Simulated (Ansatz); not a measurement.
# doublet C2H7NOSi+: levels of theory compared

Aim: a comparison of 4 runs (U-revPBE/def2-SVP, UBLYP/def2-SVP, UPBE0/def2-SVP, UCCSD(T)/def2-SVP) of doublet C2H7NOSi+. 

Program for the calculation: Ansatz 0.2.0.

72 further runs of the same task are left out: 72 set aside as unsound or not needed. Runs told in other sessions of the task aren't counted.

### Step 1. The molecule

The species is C2H7NOSi+ (12 atoms), meant as a doublet with charge +1. SMILES of the parent species: `N[Si]1(O)CC1`. Geometry: relaxed at PBE0-D4/def2-TZVP. This is one conformer, not always the lowest. That shape belongs to the parent species and isn't relaxed for this state.

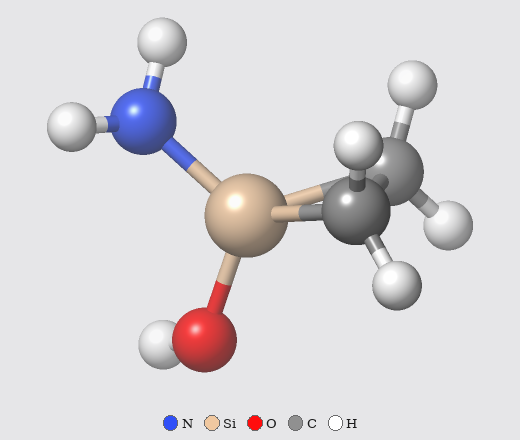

The structure, seen from a chosen angle (nitrogen blue, silicon light orange, oxygen red, carbon grey, hydrogen white).

### Step 2. The energy at U-revPBE/def2-SVP (run 1)

The input, in.yaml:

```yaml
crystal:
  periodic: [false, false, false]
  atoms:
    - {symbol: "N", position_ang: [-1.526600, -0.226600, 1.088800]}
    - {symbol: Si, position_ang: [0.054700, -0.215700, 0.451700]}
    - {symbol: O, position_ang: [1.088500, -0.992400, 1.459500]}
    - {symbol: C, position_ang: [0.802600, 1.075400, -0.583000]}
    - {symbol: C, position_ang: [0.278500, -0.220100, -1.352700]}
    - {symbol: H, position_ang: [-1.738500, 0.210300, 1.971300]}
    - {symbol: H, position_ang: [-2.314600, -0.202800, 0.463100]}
    - {symbol: H, position_ang: [0.770000, -1.825800, 1.812300]}
    - {symbol: H, position_ang: [0.262900, 1.988900, -0.815300]}
    - {symbol: H, position_ang: [1.878900, 1.218600, -0.612900]}
    - {symbol: H, position_ang: [-0.543500, -0.047500, -2.042300]}
    - {symbol: H, position_ang: [1.064100, -0.817500, -1.806500]}
basis:
  gaussian: {orbitals: def2-SVP}
total_charge: 1
magnetization: {spin_polarized: true, initial_magnetization: 1}
hamiltonian: {xc: {name: revPBE}}
accuracy: high
output: {orbitals: {seedname: orbitals}}
```

Run with:

```console
$ ansatz run in.yaml --threads 1 --pin off --max-ram 2610MiB --events-out events.jsonl --progress --plain --runs-dir runs
```

Output:

```text
Warning: RAYON_NUM_THREADS=1 ignored (pool sized by the plan → 1); use --threads N
Functional definition: revPBE
  name "revPBE"
  parameter kappa = 1.245
  parameter beta = 0.06672455060314922
  exchange = pbe_x(kappa = kappa, mu = beta*pi^2/3)
  correlation = pbe_c(beta = beta)
2570 factors; integrals over basis functions are off by at most 5.9e-9 eV
mean field evaluation 1: about -13561.1365 eV, gradient 7.7e1 eV
mean field evaluation 2: about -13509.5885 eV, gradient 1.3e2 eV
mean field evaluation 4: about -13583.5691 eV, gradient 1.6e1 eV
mean field evaluation 8: about -13585.1640 eV, gradient 4.8e-1 eV
mean field evaluation 16: about -13585.1574 eV, gradient 3.4e-4 eV
mean field evaluation 32: about -13584.6563 eV, gradient 2.6e0 eV
mean field -13585.15737121 eV, -499.2453250415 hartree, gradient 5.3e-8 eV, S^2 0.752112; 2 other end points of the search recorded, 0 dependent functions left out
reference -13585.15737576 eV, -499.2453252088 hartree; 24, 23 occupied and 85, 86 virtual orbitals, 2570 factors
Total energy: -13585.15737576 eV, -499.2453252088 hartree
```

Wall time 23 s (1 thread of Arm Neoverse V1, shared host); peak memory 0.41 GiB.

### Step 3. A single-point energy at UBLYP/def2-SVP (run 2)

The input, molecule.yaml:

```yaml
crystal:
  periodic: [false, false, false]
  atoms:
    - {symbol: N, position_ang: [-1.526600, -0.226600, 1.088800]}
    - {symbol: Si, position_ang: [0.054700, -0.215700, 0.451700]}
    - {symbol: O, position_ang: [1.088500, -0.992400, 1.459500]}
    - {symbol: C, position_ang: [0.802600, 1.075400, -0.583000]}
    - {symbol: C, position_ang: [0.278500, -0.220100, -1.352700]}
    - {symbol: H, position_ang: [-1.738500, 0.210300, 1.971300]}
    - {symbol: H, position_ang: [-2.314600, -0.202800, 0.463100]}
    - {symbol: H, position_ang: [0.770000, -1.825800, 1.812300]}
    - {symbol: H, position_ang: [0.262900, 1.988900, -0.815300]}
    - {symbol: H, position_ang: [1.878900, 1.218600, -0.612900]}
    - {symbol: H, position_ang: [-0.543500, -0.047500, -2.042300]}
    - {symbol: H, position_ang: [1.064100, -0.817500, -1.806500]}
basis:
  gaussian: {orbitals: def2-SVP}
total_charge: 1
magnetization: {spin_polarized: true, initial_magnetization: 1}
hamiltonian: {xc: {name: BLYP}}
accuracy: high
output: {orbitals: {seedname: orbitals}}
```

Run with:

```console
$ ansatz run molecule.yaml --threads 1 --pin off --max-ram 2610MiB --events-out events.jsonl --progress --plain --runs-dir runs
```

Output:

```text
Warning: RAYON_NUM_THREADS=1 ignored (pool sized by the plan → 1); use --threads N
Functional definition: BLYP
  name "BLYP"
  parameter beta = 0.0042
  parameter a = 0.04918
  parameter b = 0.132
  parameter c = 0.2533
  parameter d = 0.349
  exchange = b88_x(beta = beta)
  correlation = lyp_c(a = a, b = b, c = c, d = d)
2570 factors; integrals over basis functions are off by at most 5.9e-9 eV
mean field evaluation 1: about -13558.5070 eV, gradient 8.2e1 eV
mean field evaluation 2: about -13495.5174 eV, gradient 1.4e2 eV
mean field evaluation 4: about -13583.9979 eV, gradient 1.9e1 eV
mean field evaluation 8: about -13586.2134 eV, gradient 5.9e-1 eV
mean field evaluation 16: about -13586.2078 eV, gradient 1.1e-3 eV
mean field evaluation 32: about -13585.4481 eV, gradient 1.0e1 eV
mean field -13586.20779236 eV, -499.2839273067 hartree, gradient 8.3e-8 eV, S^2 0.752095; 2 other end points of the search recorded, 0 dependent functions left out
reference -13586.20784931 eV, -499.2839293999 hartree; 24, 23 occupied and 85, 86 virtual orbitals, 2570 factors
Total energy: -13586.20784931 eV, -499.2839293999 hartree
```

It took 21 s on 1 thread of Arm Neoverse V1, shared host; peak memory 0.41 GiB.

Run 3 isn't shown in full; the table further down has it.

### Step 4. The energy at UCCSD(T)/def2-SVP (run 4)

The input, input.yaml:

```yaml
crystal:
  periodic: [false, false, false]
  atoms:
    - symbol: "N"
      position_ang: [-1.526600, -0.226600, 1.088800]
    - symbol: Si
      position_ang: [0.054700, -0.215700, 0.451700]
    - symbol: O
      position_ang: [1.088500, -0.992400, 1.459500]
    - symbol: C
      position_ang: [0.802600, 1.075400, -0.583000]
    - symbol: C
      position_ang: [0.278500, -0.220100, -1.352700]
    - symbol: H
      position_ang: [-1.738500, 0.210300, 1.971300]
    - symbol: H
      position_ang: [-2.314600, -0.202800, 0.463100]
    - symbol: H
      position_ang: [0.770000, -1.825800, 1.812300]
    - symbol: H
      position_ang: [0.262900, 1.988900, -0.815300]
    - symbol: H
      position_ang: [1.878900, 1.218600, -0.612900]
    - symbol: H
      position_ang: [-0.543500, -0.047500, -2.042300]
    - symbol: H
      position_ang: [1.064100, -0.817500, -1.806500]
basis:
  gaussian: {orbitals: def2-SVP}
accuracy: high
magnetization: {spin_polarized: true, initial_magnetization: 1}
correlation: {method: ccsd_t, frozen_orbitals: {C: 1, H: 0, "N": 1, O: 1, Si: 5}}
scf: {omitted_lower_state_checks: [cluster_reference, increment]}
total_charge: 1
```

Run with:

```console
$ ansatz run input.yaml --threads 1 --pin off --max-ram 2610MiB --events-out events.jsonl --progress --plain --runs-dir runs
```

Output:

```text
Warning: RAYON_NUM_THREADS=1 ignored (pool sized by the plan → 1); use --threads N
Functional definition: HF
  name "HF"
  exchange = exact_x
  correlation = 0
these checks for a lower state are left out or cut short: cluster_reference, increment
2570 factors; integrals over basis functions are off by at most 5.9e-9 eV
mean field evaluation 1: about -13532.3742 eV, gradient 3.9e1 eV
mean field evaluation 2: about -13532.3838 eV, gradient 3.9e1 eV
mean field evaluation 4: about -13538.6587 eV, gradient 3.0e0 eV
mean field evaluation 8: about -13538.7284 eV, gradient 2.0e-1 eV
mean field evaluation 16: about -13538.7347 eV, gradient 4.8e-8 eV
mean field evaluation 32: about -13538.0984 eV, gradient 2.2e0 eV
mean field -13538.73473300 eV, -497.5393245537 hartree, gradient 4.8e-8 eV, S^2 0.761852; 4 other end points of the search recorded, 0 dependent functions left out
9 core orbitals not correlated: weight in the atoms' cores, before any rotation towards them, 1.000 or more for the frozen orbitals, at most 0.000 for the correlated occupied ones
reference -13538.73473300 eV, -497.5393245537 hartree; 15, 14 occupied and 85, 86 virtual orbitals, 2570 factors
second order -19.35173964 eV of doubles, -0.00000000 eV of singles
cycle   1  -19.95484965 eV  change   -6.0e-1 eV  update   1.1e-1
cycle   2  -20.44536800 eV  change   -4.9e-1 eV  update   3.4e-2
cycle   3  -20.58509876 eV  change   -1.4e-1 eV  update   2.8e-2
cycle   4  -20.59766219 eV  change   -1.3e-2 eV  update   1.5e-2
cycle   5  -20.59769762 eV  change   -3.5e-5 eV  update   1.1e-2
cycle   6  -20.60426276 eV  change   -6.6e-3 eV  update   5.6e-3
cycle   7  -20.60641406 eV  change   -2.2e-3 eV  update   2.5e-3
cycle   8  -20.60701964 eV  change   -6.1e-4 eV  update   1.2e-3
cycle   9  -20.60729209 eV  change   -2.7e-4 eV  update   7.1e-4
cycle  10  -20.60702453 eV  change    2.7e-4 eV  update   4.1e-4
cycle  11  -20.60711460 eV  change   -9.0e-5 eV  update   2.6e-4
cycle  12  -20.60731039 eV  change   -2.0e-4 eV  update   1.4e-4
cycle  13  -20.60728226 eV  change    2.8e-5 eV  update   1.0e-4
cycle  14  -20.60726898 eV  change    1.3e-5 eV  update   6.5e-5
cycle  15  -20.60720352 eV  change    6.5e-5 eV  update   3.8e-5
cycle  16  -20.60720349 eV  change    2.9e-8 eV  update   2.3e-5
cycle  17  -20.60722159 eV  change   -1.8e-5 eV  update   1.2e-5
cycle  18  -20.60722306 eV  change   -1.5e-6 eV  update   7.2e-6
cycle  19  -20.60722021 eV  change    2.8e-6 eV  update   3.0e-6
cycle  20  -20.60722030 eV  change   -9.0e-8 eV  update   1.5e-6
cycle  21  -20.60722070 eV  change   -4.0e-7 eV  update   7.6e-7
cycle  22  -20.60722117 eV  change   -4.7e-7 eV  update   2.7e-7
cycle  23  -20.60722137 eV  change   -2.0e-7 eV  update   1.3e-7
cycle  24  -20.60722132 eV  change    4.8e-8 eV  update   8.2e-8
cycle  25  -20.60722129 eV  change    3.3e-8 eV  update   5.1e-8
cycle  26  -20.60722129 eV  change   4.7e-10 eV  update   3.5e-8
cycle  27  -20.60722130 eV  change   -1.8e-8 eV  update   1.1e-7
cycle  28  -20.60722130 eV  change    9.6e-9 eV  update   3.0e-8
cycle  29  -20.60722129 eV  change    4.2e-9 eV  update   1.3e-8
cycle  30  -20.60722128 eV  change    6.4e-9 eV  update   8.0e-9
cycle  31  -20.60722128 eV  change    2.0e-9 eV  update   4.6e-9
cycle  32  -20.60722128 eV  change    1.3e-9 eV  update   2.6e-9
perturbative correction -0.63261720 eV, -0.0232482533 hartree
Total energy: -13559.97457148 eV, -498.3198742211 hartree
Checks for a lower state left out: cluster_reference, increment
```

It took 6.2 min on 1 thread of Arm Neoverse V1, shared host; peak memory 2.1 GiB.

### Step 5. The series

```
run              level  frozen core orbitals  energy (Eh)  HOMO energy (eV)  LUMO energy (eV)   ⟨S²⟩  wall time
  1  U-revPBE/def2-SVP                     –  -499.245325            -12.03            -11.20  0.752       23 s
  2     UBLYP/def2-SVP                     –  -499.283929            -11.89            -11.10  0.752       21 s
  3     UPBE0/def2-SVP                     –  -499.004533            -13.36            -10.60  0.755       31 s
  4  UCCSD(T)/def2-SVP                     9  -498.319874                 –                 –  0.762    6.2 min
```

### Step 6. Results

```
                                          quantity          value
                               run 4: total energy  -498.31987 Eh
run 4: correlation energy (9 core orbitals frozen)     -780.5 mEh
                             run 4: (T) correction     -23.25 mEh
          run 4: ⟨S²⟩ of the reference determinant          0.762
                              run 4: T1 diagnostic          0.024
```

What this shows: Totals of different functionals can't be ranked against each other. All runs together took 7.4 min, the longest 6.2 min.
